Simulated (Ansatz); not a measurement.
## Nudged elastic band of CH4AlCl2F (part 1 of 2)

System: CH4AlCl2F.
Method: RKS PBE-D4/def2-SVP (Ansatz 0.2.0).

It belongs to a series of runs on one base structure; here: band between the two ends. Figures and captions count atoms from 1; the log counts them from 0 in places.

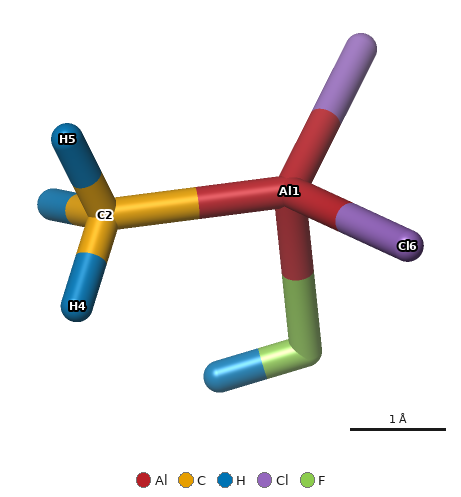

The structure as given in the input (stick view, seen at a tilt; atoms are numbered from 1 in the order of the input). Sticks mark near contacts.

Key numbers:

| quantity | value |
| --- | --- |
| outcome | converged |
| barrier, forward | 0.025 eV |
| barrier, backward | 1.436 eV |
| hardware | 2 threads of Arm Neoverse V2, 24 GiB of memory available, shared host |
| wall time | 5.8 min (CPU time 11 min) |
| peak memory | 0.14 GiB |

The order of the saddle point was not checked.

The input:
```yaml
crystal:
  periodic: [false, false, false]
  atoms:
    - { symbol: Al, position_ang: [-0.023874, -0.105461, 0.253573] }
    - { symbol: C, position_ang: [0.002182, 0.176771, 2.193877] }
    - { symbol: H, position_ang: [-0.946361, -0.099331, 2.703224] }
    - { symbol: H, position_ang: [0.847708, -0.323731, 2.714224] }
    - { symbol: H, position_ang: [0.139029, 1.263301, 2.383043] }
    - { symbol: Cl, position_ang: [1.804855, -0.034912, -0.824607] }
    - { symbol: Cl, position_ang: [-1.797587, 0.327821, -0.831675] }
    - { symbol: F, position_ang: [-0.230691, -2.159213, 0.50307] }
    - { symbol: H, position_ang: [-0.225663, -2.204945, 1.450471] }
basis:
  gaussian: { orbitals: def2-SVP }
hamiltonian:
  xc: pbe
  dispersion: d4
neb:
  order_check: false
  images: 9
  f_tol: 0.05
  max_iterations: 60
  final_atoms:
    - { symbol: Al, position_ang: [-0.04764627, -0.59156189, -0.16562614] }
    - { symbol: C, position_ang: [-0.05784221, -0.20095807, 2.37522239] }
    - { symbol: H, position_ang: [-1.02824187, 0.25254403, 2.63899593] }
    - { symbol: H, position_ang: [0.58385434, -0.33264966, 3.26692169] }
    - { symbol: H, position_ang: [0.50981941, 0.48707263, 1.70727879] }
    - { symbol: Cl, position_ang: [1.74429465, 0.36619115, -0.71636233] }
    - { symbol: Cl, position_ang: [-1.89532389, 0.34674434, -0.50508871] }
    - { symbol: F, position_ang: [-0.02427618, -2.26462565, -0.01862205] }
    - { symbol: H, position_ang: [-0.21503999, -1.22245688, 1.96248043] }
  initial_path:
    images:
      - { positions_ang: [[-0.023874, -0.105461, 0.253573], [0.002182, 0.176771, 2.193877], [-0.946361, -0.099331, 2.703224], [0.847708, -0.323731, 2.714224], [0.139029, 1.263301, 2.383043], [1.804855, -0.034912, -0.824607], [-1.797587, 0.327821, -0.831675], [-0.230691, -2.159213, 0.50307], [-0.225663, -2.204945, 1.450471]] }
      - { positions_ang: [[-0.01824982, -0.08687082, 0.20215932], [0.00242851, 0.1436469, 2.21837836], [-0.95701513, -0.13613218, 2.70048854], [0.83078223, -0.3998771, 2.71027404], [0.16050267, 1.21715793, 2.44174892], [1.83103038, -0.03691742, -0.88319154], [-1.82335721, 0.26169203, -0.889209], [-0.23880767, -2.10223491, 0.53104143], [-0.21771597, -2.02016443, 1.51350993]] }
      - { positions_ang: [[-0.01262564, -0.06828064, 0.15074564], [0.00267502, 0.11052281, 2.24287972], [-0.96766926, -0.17293337, 2.69775308], [0.81385645, -0.4760232, 2.70632409], [0.18197635, 1.17101486, 2.50045483], [1.85720577, -0.03892283, -0.94177608], [-1.84912741, 0.19556306, -0.94674299], [-0.24692433, -2.04525682, 0.55901287], [-0.20976894, -1.83538387, 1.57654886]] }
      - { positions_ang: [[-0.00700146, -0.04969046, 0.09933196], [0.00292153, 0.07739871, 2.26738107], [-0.97832339, -0.20973455, 2.69501761], [0.79693068, -0.5521693, 2.70237413], [0.20345002, 1.12487179, 2.55916075], [1.88338115, -0.04092825, -1.00036063], [-1.87489762, 0.1294341, -1.00427699], [-0.255041, -1.98827873, 0.5869843], [-0.20182191, -1.6506033, 1.63958779]] }
      - { positions_ang: [[-0.00137727, -0.03110027, 0.04791827], [0.00316803, 0.04427461, 2.29188243], [-0.98897751, -0.24653574, 2.69228215], [0.7800049, -0.62831541, 2.69842418], [0.22492369, 1.07872872, 2.61786666], [1.90955654, -0.04293367, -1.05894517], [-1.90066783, 0.06330513, -1.06181099], [-0.26315767, -1.93130063, 0.61495573], [-0.19387488, -1.46582274, 1.70262673]] }
      - { positions_ang: [[0.00424691, -0.01251009, -0.00349541], [0.00341454, 0.01115051, 2.31638379], [-0.99963164, -0.28333692, 2.68954669], [0.76307913, -0.70446151, 2.69447422], [0.24639736, 1.03258564, 2.67657258], [1.93573192, -0.04493908, -1.11752971], [-1.92643803, -0.00282384, -1.11934498], [-0.27127434, -1.87432254, 0.64292717], [-0.18592785, -1.28104217, 1.76566566]] }
      - { positions_ang: [[-0.00613173, -0.12832045, -0.03592155], [-0.00883681, -0.0312712, 2.32815151], [-1.00535369, -0.17616073, 2.67943654], [0.72723417, -0.63009914, 2.80896372], [0.29908177, 0.92348304, 2.48271382], [1.89744447, 0.03728696, -1.03729624], [-1.9202152, 0.0670898, -0.99649373], [-0.22187471, -1.95238317, 0.51061732], [-0.19175028, -1.26932511, 1.80502861]] }
      - { positions_ang: [[-0.01651036, -0.24413081, -0.0683477], [-0.02108816, -0.07369292, 2.33991923], [-1.01107573, -0.06898454, 2.66932639], [0.69138921, -0.55573677, 2.92345321], [0.35176618, 0.81438044, 2.28885506], [1.85915702, 0.11951301, -0.95706276], [-1.91399237, 0.13700343, -0.87364247], [-0.17247507, -2.03044379, 0.37830748], [-0.19757271, -1.25760805, 1.84439156]] }
      - { positions_ang: [[-0.026889, -0.35994117, -0.10077384], [-0.03333951, -0.11611464, 2.35168695], [-1.01679778, 0.03819165, 2.65921623], [0.65554425, -0.4813744, 3.0379427], [0.40445059, 0.70527784, 2.09499631], [1.82086956, 0.20173906, -0.87682929], [-1.90776954, 0.20691707, -0.75079122], [-0.12307544, -2.10850441, 0.24599764], [-0.20339513, -1.24589099, 1.88375452]] }
      - { positions_ang: [[-0.03726763, -0.47575153, -0.13319999], [-0.04559086, -0.15853635, 2.36345467], [-1.02251983, 0.14536784, 2.64910608], [0.6196993, -0.40701203, 3.15243219], [0.457135, 0.59617524, 1.90113755], [1.78258211, 0.2839651, -0.79659581], [-1.90154672, 0.27683071, -0.62793996], [-0.07367581, -2.18656503, 0.11368779], [-0.20921756, -1.23417394, 1.92311747]] }
      - { positions_ang: [[-0.04764627, -0.59156189, -0.16562614], [-0.05784221, -0.20095807, 2.37522239], [-1.02824187, 0.25254403, 2.63899593], [0.58385434, -0.33264966, 3.26692169], [0.50981941, 0.48707263, 1.70727879], [1.74429465, 0.36619115, -0.71636233], [-1.89532389, 0.34674434, -0.50508871], [-0.02427618, -2.26462565, -0.01862205], [-0.21503999, -1.22245688, 1.96248043]] }
```

Run as:
```bash
ansatz run input.yaml --threads 2 --pin off --max-ram 3072MiB --backend cpu --events-out ev --progress --plain --runs-dir out
```

The program's output:
```
Engine: ansatz 0.2.0, aarch64-unknown-linux-gnu
Functional definition: PBE
  parameter kappa = 0.804
  parameter beta = 0.06672455060314922
  exchange = pbe_x(kappa = kappa, mu = beta*pi^2/3)
  correlation = pbe_c(beta = beta)
1121 factors; their error is unknown
mean field evaluation 1: about -35426.3521 eV, gradient 6.0e1 eV
mean field evaluation 2: about -35414.3064 eV, gradient 8.3e1 eV
mean field evaluation 4: about -35434.7254 eV, gradient 5.4e0 eV
mean field evaluation 8: about -35434.7947 eV, gradient 1.4e-1 eV
mean field evaluation 16: about -35434.7334 eV, gradient 5.2e-5 eV
mean field -35434.73337744 eV, -1302.2024330958 hartree, gradient 5.2e-5 eV, S^2 0.000000; 0 other end points of the search recorded, 0 dependent functions left out
the calculation of the forces begins
reference -35434.73341403 eV, -1302.2024344405 hartree; 33, 33 occupied and 69, 69 virtual orbitals, 1121 factors
1121 factors; their error is unknown
mean field evaluation 32: about -35436.1431 eV, gradient 1.7e-4 eV
mean field -35436.14307877 eV, -1302.2542386642 hartree, gradient 3.0e-5 eV, S^2 0.000000; 0 other end points of the search recorded, 0 dependent functions left out
[... from here on the field's lines of each further geometry are left out, up to the last ...]
NEB iter   1: max|band force component| = 7.487e0 eV/Å  barrier→ = 1.3923 eV  barrier← = 2.8038 eV  Δτ_max = 0.2000 Å  (290 SCF iters)
NEB iter   2: max|band force component| = 2.626e0 eV/Å  barrier→ = 0.4303 eV  barrier← = 1.8419 eV  Δτ_max = 0.2000 Å  (275 SCF iters)
NEB iter   3: max|band force component| = 2.853e0 eV/Å  barrier→ = 0.1768 eV  barrier← = 1.5884 eV  Δτ_max = 0.1010 Å  (256 SCF iters)
NEB iter   4: max|band force component| = 2.405e0 eV/Å  barrier→ = 0.1274 eV  barrier← = 1.5390 eV  Δτ_max = 0.1014 Å  (245 SCF iters)
NEB iter   5: max|band force component| = 1.084e0 eV/Å  barrier→ = 0.0549 eV  barrier← = 1.4665 eV  Δτ_max = 0.1931 Å  (244 SCF iters)
NEB iter   6: max|band force component| = 4.125e-1 eV/Å  barrier→ = 0.0851 eV  barrier← = 1.4966 eV  CI = image 4  Δτ_max = 0.0680 Å  (263 SCF iters)
NEB iter   7: max|band force component| = 2.504e-1 eV/Å  barrier→ = 0.0660 eV  barrier← = 1.4775 eV  CI = image 4  Δτ_max = 0.1039 Å  (246 SCF iters)
NEB iter   8: max|band force component| = 1.366e-1 eV/Å  barrier→ = 0.0564 eV  barrier← = 1.4679 eV  CI = image 4  Δτ_max = 0.0606 Å  (241 SCF iters)
NEB iter   9: max|band force component| = 1.229e-1 eV/Å  barrier→ = 0.0526 eV  barrier← = 1.4641 eV  CI = image 4  Δτ_max = 0.1162 Å  (245 SCF iters)
NEB iter  10: max|band force component| = 1.934e-1 eV/Å  barrier→ = 0.0464 eV  barrier← = 1.4580 eV  CI = image 4  Δτ_max = 0.0588 Å  (241 SCF iters)
NEB iter  11: max|band force component| = 1.004e-1 eV/Å  barrier→ = 0.0420 eV  barrier← = 1.4536 eV  CI = image 4  Δτ_max = 0.1170 Å  (242 SCF iters)
NEB iter  12: max|band force component| = 1.025e-1 eV/Å  barrier→ = 0.0343 eV  barrier← = 1.4458 eV  CI = image 4  Δτ_max = 0.0589 Å  (238 SCF iters)
NEB iter  13: max|band force component| = 1.084e-1 eV/Å  barrier→ = 0.0313 eV  barrier← = 1.4429 eV  CI = image 4  Δτ_max = 0.0292 Å  (246 SCF iters)
NEB iter  14: max|band force component| = 5.282e-2 eV/Å  barrier→ = 0.0300 eV  barrier← = 1.4416 eV  CI = image 4  Δτ_max = 0.0585 Å  (242 SCF iters)
NEB iter  15: max|band force component| = 4.842e-2 eV/Å  barrier→ = 0.0280 eV  barrier← = 1.4395 eV  CI = image 4  Δτ_max = 0.0585 Å  (242 SCF iters)
NEB iter  16: max|band force component| = 2.833e-1 eV/Å  barrier→ = 0.0265 eV  barrier← = 1.4380 eV  CI = image 4  Δτ_max = 0.1155 Å  (27 SCF iters)
NEB iter  17: max|band force component| = 1.042e-1 eV/Å  barrier→ = 0.0256 eV  barrier← = 1.4372 eV  CI = image 4  Δτ_max = 0.0558 Å  (241 SCF iters)
NEB iter  18: max|band force component| = 4.202e-2 eV/Å  barrier→ = 0.0252 eV  barrier← = 1.4367 eV  CI = image 4  Δτ_max = 0.0999 Å  (451 SCF iters)
NEB iter  19: max|band force component| = 4.356e-1 eV/Å  barrier→ = 0.0298 eV  barrier← = 1.4413 eV  CI = image 4  Δτ_max = 0.0503 Å  (26 SCF iters)
NEB iter  20: max|band force component| = 4.417e-1 eV/Å  barrier→ = 0.0249 eV  barrier← = 1.4364 eV  CI = image 4  Δτ_max = 0.0990 Å  (242 SCF iters)
NEB iter  21: max|band force component| = 1.816e-1 eV/Å  barrier→ = 0.0247 eV  barrier← = 1.4362 eV  CI = image 4  Δτ_max = 0.1936 Å  (246 SCF iters)
NEB iter  22: max|band force component| = 1.961e-1 eV/Å  barrier→ = 0.0246 eV  barrier← = 1.4361 eV  CI = image 4  Δτ_max = 0.0971 Å  (237 SCF iters)
NEB iter  23: max|band force component| = 1.449e-1 eV/Å  barrier→ = 0.0246 eV  barrier← = 1.4361 eV  CI = image 4  Δτ_max = 0.0711 Å  (225 SCF iters)
the calculation of the forces begins
reference -35436.13580816 eV, -1302.2539714742 hartree; 33, 33 occupied and 69, 69 virtual orbitals, 1121 factors
1121 factors; their error is unknown
mean field -35434.70590903 eV, -1302.2014236505 hartree, gradient 1.4e-5 eV, S^2 0.000000; 1 other end points of the search recorded, 0 dependent functions left out
the calculation of the forces begins
reference -35434.70594641 eV, -1302.2014250243 hartree; 33, 33 occupied and 69, 69 virtual orbitals, 1121 factors
NEB iter  24: max|band force component| = 4.844e-2 eV/Å  barrier→ = 0.0246 eV  barrier← = 1.4361 eV  CI = image 4  Δτ_max = 0.0000 Å  (462 SCF iters)
```
